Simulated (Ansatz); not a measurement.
# Ta2C monolayer: from the cell to its phonons

The cell of Ta2C monolayer is at rest. What are its phonons? After the zone centre comes a 6×6×1 q mesh on a 18×18×1 k mesh.

Main program and level: Ansatz 0.2.0; DFT LDA, scalar-relativistic, plane waves, PAW.

**1. Set-up**

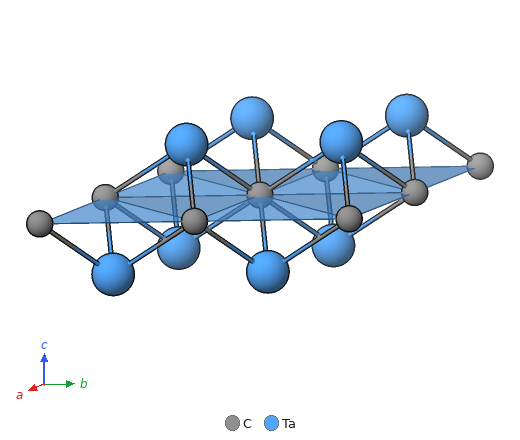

The starting structure, seen from a free direction (carbon grey, tantalum blue). 2×2×1 cells are drawn. Some periodic images of atoms are drawn too.

The cell holds 3 atoms: 1 C and 2 Ta. Cell: a = 3.038 Å, b = 3.038 Å, c = 28.600 Å, α = 90.0°, β = 90.0°, γ = 120.0°. Vacuum lies along c.

As a file:

```cif
data_structure
_symmetry_space_group_name_H-M 'P 1'
_symmetry_Int_Tables_number 1
_cell_length_a 3.0382
_cell_length_b 3.0382
_cell_length_c 28.6000
_cell_angle_alpha 90.000
_cell_angle_beta 90.000
_cell_angle_gamma 120.000
_cell_volume 228.63
loop_
_atom_site_label
_atom_site_type_symbol
_atom_site_fract_x
_atom_site_fract_y
_atom_site_fract_z
_atom_site_occupancy
C1 C 0.00000 0.00000 0.34965 1
Ta2 Ta 0.33333 0.66667 0.39150 1
Ta3 Ta 0.66667 0.33333 0.30780 1
```

**2. Linear response at the zone centre**

The cell comes from relaxations at this level that are not shown. The zone centre comes first: it holds the modes that light can see, as far as symmetry allows. No field response is asked, since the mesh shows no gap.

Input file input.yaml:

```yaml
crystal:
  lattice:
    - [3.0382161745, 0.0, 0.0]
    - [-1.5191080873, 2.6311723893, 0.0]
    - [0.0, 0.0, 28.6]
  atoms:
    - { symbol: C, position: [0.0, 0.0, 0.3496503497] }
    - { symbol: Ta, position: [0.3333333333, 0.6666666667, 0.3915034032] }
    - { symbol: Ta, position: [0.6666666667, 0.3333333333, 0.3077972962] }
  periodic: [true, true, false]
kpoints:
  mp_grid: { grid: [18, 18, 1] }
hamiltonian:
  xc: lda
scf:
  occupations: { method: methfessel_paxton, width: 0.15 }
output:
  eigenvalues: true
phonons:
  method: dfpt
```

Run with:

```bash
$ ansatz run input.yaml --threads 8 --pin off --max-ram 14336MiB --backend cpu --events-out ev --progress --plain --runs-dir out
```

Numbers of over 12 decimals in the logs are rounded to 6 here.

Output:

```text
Warning: crystal.symmetry: narrowed to the stabiliser of the run's FFT grids — unitary ops 12 → 6. A phonons.method: dfpt run fills in the rows of the dynamical matrix that it does not solve by its symmetry operations, which is exact only for operations that map its FFT grids onto themselves: filled in by any other, the frequencies could depend on the order in which like atoms are typed, or, by more than the grids' own error, on where the crystal sits among the grids' points. Excluded: 6 operations. The run can therefore solve more perturbations, solve them on more k-points, or both, and cost more. [rest of the remark cut]
Engine: ansatz 0.2.0, aarch64-unknown-linux-gnu
Pseudopotentials: kind: paw
Pseudopotential: C, paw, valence charge 4, recommended cutoff 420 eV (normal), C.paw.azcp
Pseudopotential: Ta, paw, valence charge 13, recommended cutoff 420 eV (normal), Ta.paw.azcp
Functional definition: SPW92
  exchange = slater_x
  correlation = pw_c
Crystal: 3 atoms, lattice volume = 228.630 Å³
Basis set: ecut = 420 eV, 4427 PW (Γ), exchange–correlation on 48×48×384 points (8 copies of the dense FFT grid, shifted against one another)
Bands: 19, of which v1, the nominal top of the filled ones, is band 15 counted from 1 (14 counted from 0)
Symmetry: 12 space group operations
k-points: 91 of 324 (irreducible under 2 space group operations, time reversal used)
Non-local potential: C, projectors of the file, l = 0: 2, l = 1: 2, l = 2: 1
Non-local potential: Ta, projectors of the file, l = 0: 3, l = 1: 2, l = 2: 2, l = 3: 1
PAW form: soft (Blöchl's): semilocal exchange-correlation on the pseudo side does not see the compensation charge
PAW frozen core: C, regenerated for the run's functional, and the local potential with it (the file was generated under x = pbe(κ = 0.804, μ = 0.219515), c = pbe(β = 0.066725))
PAW frozen core: Ta, regenerated for the run's functional, and the local potential with it (the file was generated under x = pbe(κ = 0.804, μ = 0.219515), c = pbe(β = 0.066725))
PAW one-centre angular grid: C, 110 points (default); XC on 64 Gauss nodes
PAW one-centre angular grid: Ta, 590 points (default); XC on 64 Gauss nodes
Initial density: superposition of atomic densities (neutral atoms: chi_scale 0, normalization atom), corrected by the library's trained network
Initial wavefunctions: pseudopotential atomic-orbital guess
Functional: x = slater, c = lda
SCF iter   1: F=—  HF=-19607.046816 eV  |F-HF|=—  |Δ(HF+E_count)|=         —  Δρ=4.95e-3  dr2=4.81e-2  ethr=1.77e-3  ⟨swp⟩=11.3  Hψ=14152  notcnv=0
preconditioner: auto → LDOS  [metal: Δε(μ)=0.028 eV  Ē_g=6.523 eV  σ=0.150 eV  W_gap=0.16  n_scr=16 (ndim 8)  ℏωp=9.2 eV  f_vac=0.744  D(μ)=2.04/eV (n_scr^D=10)  β→1.0]
SCF iter   2: F=—  HF=-19607.036409 eV  |F-HF|=—  |Δ(HF+E_count)|=   1.04e-2  S|Δr|=    0.00e0  Δρ=1.41e-3  dr2=4.31e-3  ethr=1.60e-4  ⟨swp⟩=3.8  Hψ=4320  notcnv=0
SCF iter   3: F=—  HF=-19607.036209 eV  |F-HF|=—  |Δ(HF+E_count)|=   2.00e-4  S|Δr|=    0.00e0  Δρ=6.40e-4  dr2=1.84e-3  ethr=1.44e-5  ⟨swp⟩=4.0  Hψ=4269  notcnv=0
SCF iter   4: F=—  HF=-19607.035977 eV  |F-HF|=—  |Δ(HF+E_count)|=   2.32e-4  S|Δr|=    0.00e0  Δρ=2.54e-4  dr2=1.64e-4  ethr=6.13e-6  ⟨swp⟩=2.7  Hψ=2934  notcnv=0
SCF iter   5: F=—  HF=-19607.035942 eV  |F-HF|=—  |Δ(HF+E_count)|=   3.43e-5  S|Δr|=    0.00e0  Δρ=7.89e-5  dr2=1.59e-5  ethr=5.45e-7  ⟨swp⟩=3.9  Hψ=3914  notcnv=0
SCF iter   6: F=—  HF=-19607.035938 eV  |F-HF|=—  |Δ(HF+E_count)|=   4.77e-6  S|Δr|=    0.00e0  Δρ=2.07e-5  dr2=1.32e-6  ethr=5.31e-8  ⟨swp⟩=3.5  Hψ=3617  notcnv=0
SCF iter   7: F=—  HF=-19607.036054 eV  |F-HF|=—  |Δ(HF+E_count)|=   1.17e-4  S|Δr|=    0.00e0  Δρ=4.03e-6  dr2=2.44e-8  ethr=4.41e-9  ⟨swp⟩=4.1  Hψ=4299  notcnv=0
SCF iter   8: F=—  HF=-19607.036054 eV  |F-HF|=—  |Δ(HF+E_count)|=   1.46e-7  S|Δr|=    0.00e0  Δρ=1.24e-6  dr2=2.93e-9  ethr=8.14e-11  ⟨swp⟩=3.8  Hψ=4294  notcnv=0
SCF iter   9: F=—  HF=-19607.036054 eV  |F-HF|=—  |Δ(HF+E_count)|=   2.66e-8  S|Δr|=    0.00e0  Δρ=2.65e-7  dr2=1.43e-10  ethr=9.77e-12  ⟨swp⟩=3.7  Hψ=3816  notcnv=0
SCF iter  10: F=-19607.036054 eV  HF=-19607.036054 eV  |F-HF|=1.31e-10  |Δ(HF+E_count)|=   1.96e-9  S|Δr|=    0.00e0  Δρ=4.47e-8  dr2=4.11e-12  ethr=1.00e-12  ⟨swp⟩=15.1  Hψ=17320  notcnv=0
SCF 1 converged in 10 iterations: F = -19607.036054 eV  dr2 = 4.11e-12
  greatest PAW one-centre occupation: 1.000 electrons in one spin orbital (limit 2), on the Ta atom at site 2 (counted from 0), in its partial waves of l = 0
DFPT response loops at Γ: preconditioner auto → none (partly filled bands, converged f_vac=0.743); β = 0.50; Broyden in place of MSR1
SCF converged after 10 iterations
Stability not checked: this state was not tested for a lower state beside it, because cold or Methfessel-Paxton smearing, or corrected tetrahedra, fill the levels in a way that the test cannot read (fill_not_monotonic; see scf.lower_state_search)
Free energy (F): -19607.036054 eV
Harris-Foulkes:  -19607.036054 eV  (|F-HF|=1.31e-10)
Internal energy: -19607.037488 eV  (E = F + TS)
E sigma→0 (E₀):  -19607.036413 eV
Entropy (-TS):   0.001434 eV (0.478 meV/atom)
Fermi energy:    -5.020659 eV
--- Per-component energies (eV) ---
  E_band       = -901.040476
  E_kinetic    = 824.595142
  E_local      = -59795.401402  (includes V_loc(G=0)·N_el)
  E_nonlocal   = 69.135634
  E_hartree    = 29356.167874
  E_xc         = -481.441994
  E_vxc        = -467.488629  (∫ρ·V_xc dr)
  E_paw        = -16389.930262  (= ΣΔE_a)
  E_vpaw       = -244.216984  (= ΣTr[D̂ρ^β])
  E_aug_tail   = 0.000269  (compensation charges beyond the density's cutoff)
  E_ewald      = 26809.256613
  E_core_change = 0.580638  (= ΣΔE_core)
  E_smearing   = 0.001434  (= −TS)
  E_closure    = 0.000000  (closes the sum)
  Σ components = -19607.036054   (vs F -19607.036054, Δ=0.00e0)
--- Band table (eV; the first three rows and the last of 91) ---
  k-point 0: bands = [... 11 lower, -9.3663, -6.7142, -5.8833, -5.6874, -5.1342, -5.1342, -3.1395, -3.1395]
  k-point 1: bands = [... 11 lower, -9.3475, -6.6671, -5.9673, -5.5986, -5.2417, -5.0537, -3.3396, -3.2042]
  k-point 2: bands = [... 11 lower, -9.3009, -6.5898, -6.1827, -5.5711, -5.3329, -4.8214, -3.5884, -3.2823]
  k-point 90: bands = [... 11 lower, -9.6087, -6.9432, -6.1687, -5.5775, -4.4424, -2.9203, -2.5000, -1.1553]
--- Phonons (Γ-DFPT): 6 representative perturbations + reference, on 91 of 324 k-points (Σ response iterations 33) ---
  ASR residual: 6.745e-5 → 0.000e0 eV/Å²; symmetrization residual: 1.868e-5 eV/Å²
  The last average, over the group as it would stand without the narrowing to the FFT grids, took up to 2.191e-6 eV/Å² of the zone centre's force constants
  ASR residual per site (eV/Å²): 6.75e-5 2.88e-5 2.96e-5
  Γ frequencies (cm⁻¹): 0.00 0.00 0.00 129.03 129.03 206.42 628.57 692.17 692.17
  non-analytic LO–TO correction: not included (Born effective charges unavailable; polar crystals: no LO–TO splitting at Γ)
```

Elapsed: 40 s, on 8 threads of Arm Neoverse V2, shared host; peak memory 1.5 GiB.

This step gave:

* gap on the k-mesh: 0 eV
* sum-rule residual before enforcement: 6.75e-5 eV/Å²
* point group: -3m
* area per atom: 2.665 Å²
* highest optical mode at the zone centre (no LO-TO term): 692.2 cm⁻¹
* lowest optical zone-centre mode: 129.0 cm⁻¹

Patterns of degenerate modes are one choice out of their space. Modes at Γ, with each element's share of the kinetic energy:

```tsv
mode	frequency (cm⁻¹)	symmetry	C %	Ta %
1	0.0	acoustic	3	97
2	0.0	acoustic	3	97
3	0.0	acoustic	3	97
4	129.0	Eg	0	100
5	129.0	Eg	0	100
6	206.4	A1g	0	100
7	628.6	A2u	97	3
8	692.2	Eu	97	3
9	692.2	Eu	97	3
```

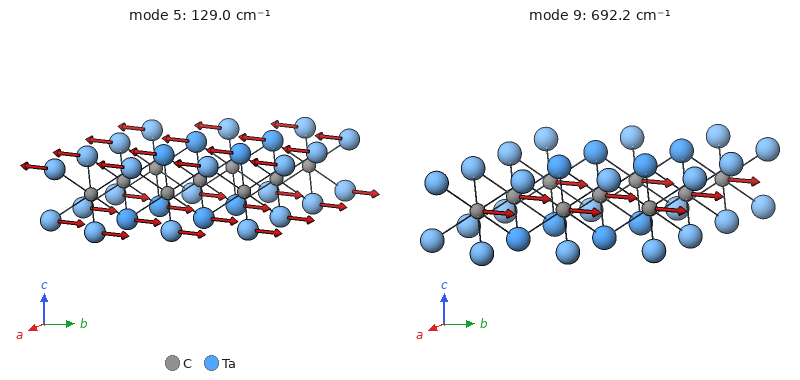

Displacement patterns of modes 5 and 9 at Γ; arrows are exaggerated. 2×2×1 cells are drawn. Some periodic images of atoms are drawn too.

Before it was imposed, the acoustic sum rule was missed by 6.7e-5 eV/Å². Small misses are needed for a sound result but don't prove that mesh and cutoff are converged. The lowest optical mode is real, 129 cm⁻¹.

**3. Response at finite wavevector**

Stability and thermal properties need the whole zone. Linear response on a 6×6×1 q mesh gives force constants as far as a supercell of that size would.

Changes to input.yaml since step 2:

```diff
@@ -20 +20,10 @@
   method: dfpt
+  qmesh: [6, 6, 1]
+  temperatures: { t_max: 1000, t_step: 50 }
+  qpath:
+    path:
+      - [0.0, 0.0, 0.0]
+      - [0.5, 0.0, 0.0]
+      - [0.33333333, 0.33333333, 0.0]
+      - [0.0, 0.0, 0.0]
+    npoints: 10
```

Output:

```text
[...]
Crystal: 3 atoms, lattice volume = 228.630 Å³
Basis set: ecut = 420 eV, 4427 PW (Γ), exchange–correlation on 48×48×384 points (8 copies of the dense FFT grid, shifted against one another)
Bands: 19, of which v1, the nominal top of the filled ones, is band 15 counted from 1 (14 counted from 0)
[... 1 set-up line as in the run before ...]
k-points: 37 of 324 (irreducible under 6 space group operations, time reversal used)
[...]
SCF iter   1: F=—  HF=-19607.046760 eV  |F-HF|=—  |Δ(HF+E_count)|=         —  Δρ=4.95e-3  dr2=4.80e-2  ethr=1.77e-3  ⟨swp⟩=11.2  Hψ=5731  notcnv=0
[...]
SCF iter  10: F=-19607.036054 eV  HF=-19607.036054 eV  |F-HF|=1.86e-10  |Δ(HF+E_count)|=   2.37e-9  S|Δr|=    0.00e0  Δρ=4.67e-8  dr2=4.24e-12  ethr=1.00e-12  ⟨swp⟩=15.3  Hψ=7083  notcnv=0
SCF 1 converged in 10 iterations: F = -19607.036054 eV  dr2 = 4.24e-12
[...]
phonons: the bands overlap, so this run is a metal and interpolates without the dipole-dipole term. If the crystal is really an insulator or semiconductor, its LO-TO splitting is missing
NSCF: frozen V_eff on 37 k-points
WARN: eigensolver did not converge in 8 slots of this pass, the one above among them; of largest residual over every band (k=33): 1 band(s) unlocked (lowest unlocked band 18, counted from 0; max residual 1.91e-4 eV among the unlocked bands, 1.91e-4 eV over every band); of lowest unlocked band (k=6): band 18
[...]
DFPT response loops at q = (0, 0, 0) (fractional): preconditioner auto → none (partly filled bands, converged f_vac=0.743); β = 0.50; Broyden in place of MSR1
[...]
SCF converged after 10 iterations
[...]
Free energy (F): -19607.036054 eV
[...]
Internal energy: -19607.037488 eV  (E = F + TS)
E sigma→0 (E₀):  -19607.036413 eV
Entropy (-TS):   0.001434 eV (0.478 meV/atom)
Fermi energy:    -5.020659 eV
[...]
--- Band table (eV; the first three rows and the last of 37) ---
  k-point 0: bands = [... 11 lower, -9.3663, -6.7142, -5.8833, -5.6874, -5.1342, -5.1342, -3.1395, -3.1395]
  k-point 1: bands = [... 11 lower, -9.3475, -6.6671, -5.9673, -5.5986, -5.2417, -5.0537, -3.3396, -3.2042]
  k-point 2: bands = [... 11 lower, -9.3009, -6.5898, -6.1827, -5.5711, -5.3329, -4.8214, -3.5884, -3.2823]
  k-point 36: bands = [... 11 lower, -9.3332, -6.0485, -5.8974, -5.8974, -4.4977, -2.4805, -2.4805, -1.4010]
--- Phonons (Γ-DFPT): 6 representative perturbations + reference (Σ response iterations 33) ---
  ASR residual: 7.317e-5 → 0.000e0 eV/Å²; symmetrization residual: 1.736e-6 eV/Å²
[...]
ASR residual per site (eV/Å²): 7.32e-5 3.97e-5 3.96e-5
  Γ frequencies (cm⁻¹): 0.00 0.00 0.00 129.03 129.03 206.42 628.57 692.17 692.17
--- Phonons (arbitrary-q DFPT): 7 irreducible q on the 6×6×1 mesh ---
  q = [0.0000, 0.0000, 0.0000] (star 1, of the zone-centre solve; hermiticity 1.70e-7, symmetrization 3.53e-11, taken by the last average 4.75e-8): -0.00 0.00 0.00 129.03 129.03 206.42 628.57 692.17 692.17
  q = [0.0000, 0.1667, 0.0000] (star 6, 9 solved perturbations on 171 of 324 k-point pairs; hermiticity 4.67e-7, symmetrization 1.45e-10, taken by the last average 6.95e-8): 34.74 58.76 106.62 130.09 134.17 200.28 639.55 691.81 709.61
[...]
q = [0.1667, 0.1667, 0.0000] (star 6, 6 solved perturbations in 1485 linear systems a pass and spin channel, the states on 324 of 324 k-point pairs; hermiticity 4.13e-7, symmetrization 1.63e-10, taken by the last average 7.22e-8): 75.88 109.80 131.12 151.05 152.17 197.51 643.88 702.00 715.16
[...]
sum rule: each row above includes the acoustic sum rule's correction from the zone centre's row sums; it moved no ω² by more than (1.29 cm⁻¹)²
  mesh force constants: q→R imaginary residual 2.18e-18; ASR residual 7.317e-5 → 0.000e0 eV/Å²; symmetrization residual 1.066e-14 eV/Å²
  interpolated dispersion: 31 rows × 9 modes
  density of states and harmonic sums: on the 24×24×1 q-mesh, interpolated from the force constants of a 6×6×1 supercell (no non-analytic term)
  largest difference from the sums on the solved wave vectors: F 2.71e-2 eV, S 3.38e-5 and C_V 6.73e-6 eV/K
  zero-point energy: 0.180268 eV/cell   skipped modes (ω ≤ 0): 3   left out of the sums: 5.79e-4 of the cell's modes: C_V's classical limit lies that fraction below 3 k_B per atom; for a crystal, a wire or a layer, F and S can be off by more, and a phonons.interpolated_qmesh denser along its periods is the remedy for the sampling
```

The job ended after 9.9 min (8 threads; peak memory 3 GiB; 77 min of CPU time).

This step gave:

```
sum-rule residual before enforcement                       : 7.32e-5 eV/Å²
lowest frequency on the path                               : 0 cm⁻¹
highest frequency on the path or at a solved wavevector    : 731.3 cm⁻¹
mean frequency                                             : 323.3 cm⁻¹
lowest mode on the q mesh (acoustic modes at Γ apart)      : 34.74 cm⁻¹
zero-point energy per atom                                 : 60.09 meV
heat capacity at 300 K                                     : 19.56 J/(mol atoms K)
vibrational entropy at 300 K                               : 26.03 J/(mol atoms K)
edges of the widest gap between branches, on path and mesh : 206.4, 624.3 cm⁻¹
```

Frequencies (cm⁻¹) solved at each irreducible wavevector; negative means imaginary. Frequencies by wavevector, by row:

```tsv
q in reciprocal lattice units	star	mode 1	mode 2	mode 3	mode 4	mode 5	mode 6	mode 7	mode 8	mode 9
0 0 0	1	0	0	0	129	129	206.4	628.6	692.2	692.2
0 0.1667 0	6	34.7	58.8	106.6	130.1	134.2	200.3	639.5	691.8	709.6
0 0.3333 0	6	95.9	119.4	140.8	144.6	165.9	198.1	634.5	692.4	727
0 -0.5 0	3	116	146.8	148.1	150.5	175.2	200.4	624.3	714.7	731.3
0.1667 0.1667 0	6	75.9	109.8	131.1	151.1	152.2	197.5	643.9	702	715.2
0.1667 0.3333 0	12	113.7	138.4	143.6	159.8	173.2	197.5	642.9	712.3	727.2
0.3333 0.3333 0	2	110.2	140.4	140.4	172.2	172.2	188.5	663.4	712.5	712.5
```

Interpolated from a 6×6×1 q mesh. Phonon branches along the path, in cm⁻¹:

```tsv
point	branch 1	branch 2	branch 3	branch 4	branch 5	branch 6	branch 7	branch 8	branch 9
Γ	0	0	0	129	129	206	629	692	692
M	116	147	148	150	175	200	624	715	731
K	110	140	140	172	172	188	663	712	712
Γ	0	0	0	129	129	206	629	692	692
```

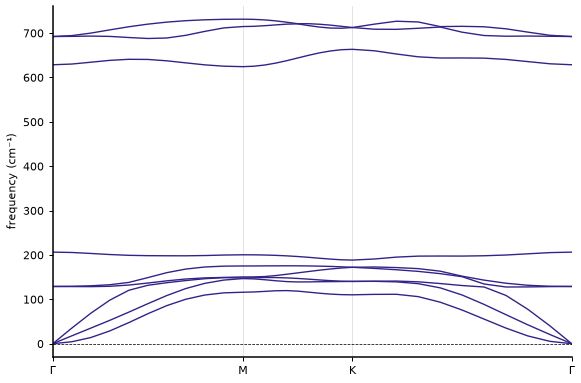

Phonon branches along the path.

The phonon density of states has structure finer than the step of the table below, so its rows give means over 50 cm⁻¹, whole bins alone (the curve runs from 5 to 735 cm⁻¹). Peaks (cm⁻¹: height): 115.0: 0.0482, 145.0: 0.0960, 195.0: 0.0844, 645.0: 0.0426, 715.0: 0.0595.

Tetrahedra on a 24×24×1 mesh, mean over bins of 10 cm-1. Interpolated from a 6×6×1 q mesh. Table of phonon density of states by wavenumber; means over each step:

```tsv
wavenumber (cm⁻¹)	phonon density of states (1/cm⁻¹/cell)
50	0.00768
100	0.0245
150	0.0613
200	0.0247
250	0
300	0
350	0
400	0
450	0
500	0
550	0
600	1.0e-3
650	0.0190
700	0.0330
```

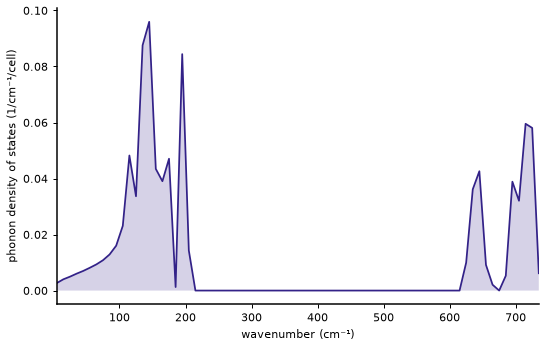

Phonon density of states against wavenumber.

The partial phonon density of states has structure finer than the step of the table below, so its rows give means over 50 cm⁻¹, whole bins alone (the curve runs from -10 to 763 cm⁻¹). Peaks (cm⁻¹: height): C 641.6: 0.0420, 714.6: 0.0532; Ta 140.8: 0.0972, 199.1: 0.0651.

Phonopy on the run's constants, 21x21x1 mesh, Gaussian sigma 5.5 cm-1. Interpolated from a 6×6×1 q mesh. Table of partial phonon density of states by wavenumber; means over each step; values in 1/cm⁻¹/cell:

```tsv
wavenumber (cm⁻¹)	C	Ta
50	2.5e-4	0.00741
100	6.8e-4	0.0234
150	4.8e-4	0.0615
200	9.7e-5	0.0243
250	0	3.3e-7
300	0	0
350	0	0
400	0	0
450	0	0
500	0	0
550	0	0
600	0.00118	4.2e-5
650	0.0181	7.2e-4
700	0.0314	6.5e-4
```

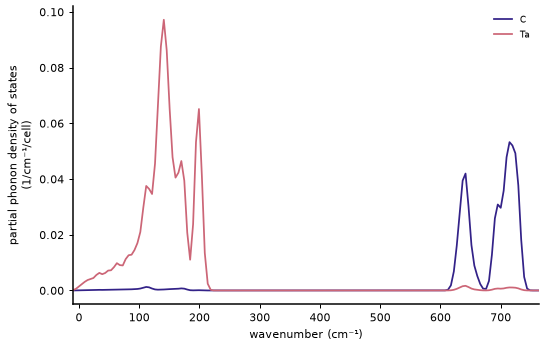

Partial phonon density of states against wavenumber.

Harmonic thermodynamic functions per atom, from the density of states. Interpolated from a 6×6×1 q mesh. Thermodynamic functions, by row:

```tsv
T (K)	F_vib (meV/atom)	S (J/mol-atom/K)	C_V (J/mol-atom/K)
0	60.09	0	0
100	56.65	8.787	11.86
200	42.1	18.69	16.65
300	18.77	26.03	19.56
400	-11.36	31.93	21.35
500	-47.06	36.81	22.43
600	-87.42	40.97	23.1
700	-131.8	44.56	23.54
800	-179.7	47.73	23.85
900	-230.6	50.55	24.06
1000	-284.3	53.09	24.22
```

Symmetry leaves 7 wavevectors to solve. The lowest mode among them, the acoustic zeros apart, lies at q = (0, 0.167, 0) and is real, 34.7 cm⁻¹.

**4. Another isotope**

An isotope changes the mass and not the force constants, so no new electronic calculation is needed; the shifts show which modes move this element.

The same force constants with the mass of C changed from 12.011 to 13.003 u (phonopy, no LO-TO term). Both lists are sorted by frequency; levels can cross, so a row need not hold one and the same mode. Modes under 3 cm⁻¹ are left out. Isotope shifts, by row:

```tsv
q	rank	natural mass (cm⁻¹)	changed mass (cm⁻¹)
0 0 0	4	129	129
0 0 0	5	129	129
0 0 0	6	206.4	206.4
0 0 0	7	628.6	604.9
0 0 0	8	692.2	666.1
0 0 0	9	692.2	666.1
0 0.1667 0	1	34.74	34.69
0 0.1667 0	2	58.76	58.69
0 0.1667 0	3	106.6	106.5
0 0.1667 0	4	130.1	130.1
0 0.1667 0	5	134.2	134.2
0 0.1667 0	6	200.3	200.3
0 0.1667 0	7	639.5	615.6
0 0.1667 0	8	691.8	665.6
0 0.1667 0	9	709.6	682.8
0 0.3333 0	1	95.92	95.78
0 0.3333 0	2	119.4	119.3
0 0.3333 0	3	140.8	140.7
0 0.3333 0	4	144.6	144.6
0 0.3333 0	5	165.9	165.8
0 0.3333 0	6	198.1	198
0 0.3333 0	7	634.5	610.7
0 0.3333 0	8	692.4	665.9
0 0.3333 0	9	727	699.4
0 -0.5 0	1	116	115.9
0 -0.5 0	2	146.8	146.8
0 -0.5 0	3	148.1	147.9
0 -0.5 0	4	150.5	150.5
0 -0.5 0	5	175.2	175.1
0 -0.5 0	6	200.4	200.4
0 -0.5 0	7	624.3	600.8
0 -0.5 0	8	714.7	687.4
0 -0.5 0	9	731.3	703.5
```

A mode of this element alone would shift by -3.89 %. The highest zone-centre frequency without the field goes from 692.2 to 666.1 cm⁻¹ (-3.8 %). The product of the frequency ratios over all optical modes at Γ is 0.891; the product rule, (m/m′)^(3k/2) (M′/M)^(3/2) with k = 1 such atoms and M the mass of the cell, gives 0.891.

**5. Results**

```yaml
space_group_within_0p01_a: P-3m1
area_per_atom: 2.67 Å²
electronic_character: no gap on this mesh
highest_optical_mode_at_the_zone_centre_no_lo_to_term: 692 cm⁻¹
lowest_optical_zone_centre_mode: 129 cm⁻¹
lowest_mode_on_the_q_mesh_acoustic_modes_at_gamma_apart: 34.7 cm⁻¹
highest_frequency_on_the_path_or_at_a_solved_wavevector: 731 cm⁻¹
zero_point_energy_per_atom: 60.1 meV
heat_capacity_at_300_k: 19.6 J/(mol atoms K)
vibrational_entropy_at_300_k: 26.0 J/(mol atoms K)
imaginary_modes_on_the_6x6x1_q_mesh: none
```

In words: The structure is a minimum as far as tested: no mode is imaginary at the 7 irreducible wavevectors of the 6×6×1 mesh, and the softest away from the acoustic zeros lies at 35 cm⁻¹. The optical modes at Γ span 129 to 692 cm⁻¹. The highest mode in this list at Γ, 692.2 cm⁻¹, is mostly motion of C (97 % of the kinetic energy). On the path and the mesh, the widest gap between branches runs from 206 to 624 cm⁻¹. With no gap, or one that is small against the smearing, the frequencies hang on the k mesh and the smearing, most of all near Kohn anomalies. In a sheet or slab the interpolated bending branch near Γ is rough, since the rotational sum rule isn't imposed. Spin-orbit coupling is left out, which can matter for the heavy elements here. A phonon run warned that its eigensolver left some bands unconverged in a pass. The starting cell was built on a prototype and not taken from a measurement. These are harmonic frequencies at zero temperature: anharmonic shifts, linewidths and thermal expansion are left out.

[Logs are printed without paths, hosts, clocks, repeated set-up lines and the standing remarks that a program may print on its own settings, such as how far it seeks lower states.]

[Hosts, paths, dates, database ids (printed as entryN), source tags and the programs' standing remarks are cut or masked in the printed files.]
